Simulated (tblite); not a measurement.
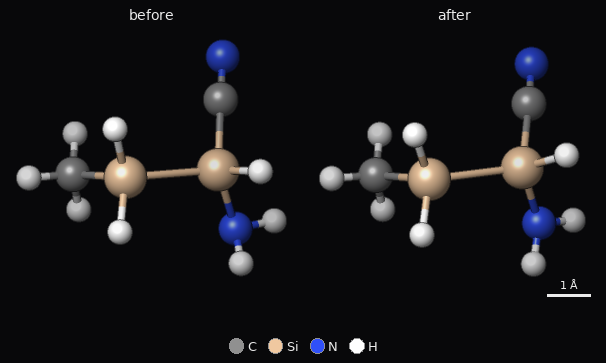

The structure of C2H8N2Si2 before (left) and after (right) a relaxation, at one scale.

A ball-and-stick model, seen at a tilt.

Theory: GFN2-xTB geometry optimisation, gas phase (tblite 0.8.0). 

### Describe what moved and what it gained.

The energy falls by 0.347 eV in 63 geometry steps. The largest move after the best rigid fit is that of an H atom, 0.40 Å. Largest moves by element: H 0.40 Å, N 0.25 Å, Si 0.19 Å, C 0.16 Å. Among the contacts that change: C–Si 1.836 → 1.898 Å, H–Si 1.499 → 1.470 Å, Si–Si 2.340 → 2.312 Å, C–H 1.098 → 1.086 Å. Among the angles between lasting bonds that change: Si–N–H 107.8° → 120.4°, N–Si–C 113.8° → 101.6°, N–Si–H 104.0° → 114.7°. The run took 0.65 s on 1 thread of Arm Neoverse N1, with other jobs on the host.
